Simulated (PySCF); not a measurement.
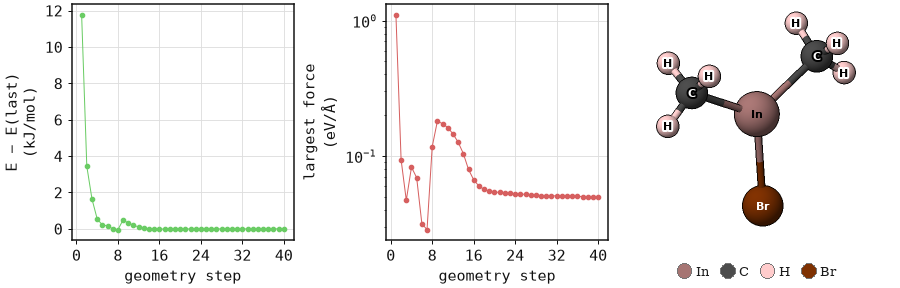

Beside the plot: the molecule at the start.

History of a geometry optimisation.

System: InMe2Br (SMILES [CH3][In]([CH3])[Br]).
Method: PBE0-D3(BJ)/def2-SVP, geometry optimisation in PySCF 2.14.0, density fitting.

How did it end, and what did it gain?

It had not finished: it stopped at geometry 40. The energy fell by about 12 kJ/mol from the first step to the last, with a rise at step 9. The largest force goes from about 1.1 eV/Å at the start to 0.05 eV/Å at the end.

By which step was nine tenths of the energy gained?

By step 4 of 40.
